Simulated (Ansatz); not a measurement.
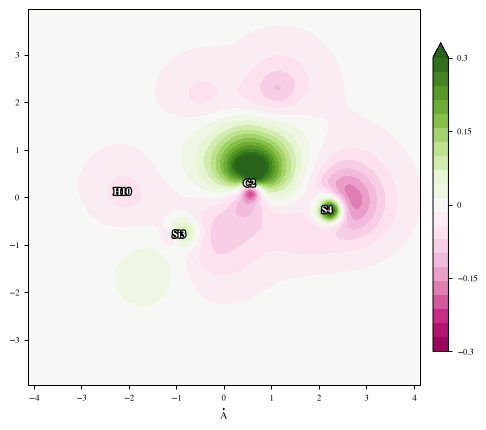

The picture shows: CH$_{7}$NSSi. The HOMO on the plane of atoms Si3, C2 and S4 (values in Å⁻³ᐟ²; the overall sign is arbitrary).

Theory: RKS B3LYP-D4/def2-SVP (Ansatz 0.2.0).

```tsv
atom	x (Å)	y (Å)	z (Å)
N	-0.7610	1.1046	0.6134
C	-0.2644	0.0231	-0.3017
Si	1.2596	-0.8513	0.1755
S	-1.5300	-0.6414	-1.2791
H	0.0203	1.6827	0.9512
H	-1.4033	1.7179	0.0905
H	-1.2937	0.8012	1.4566
H	1.9918	-1.3732	-1.0159
H	1.1395	-2.0215	1.1273
H	2.1360	0.1381	0.9063
H	-2.1926	-1.5495	-0.4623
```

Where does this orbital lie, and at what energy?

It lies mainly on C2 (about 55 %), S4 (about 15 %) and H11 (about 5 %). Its energy is −4.58 eV.
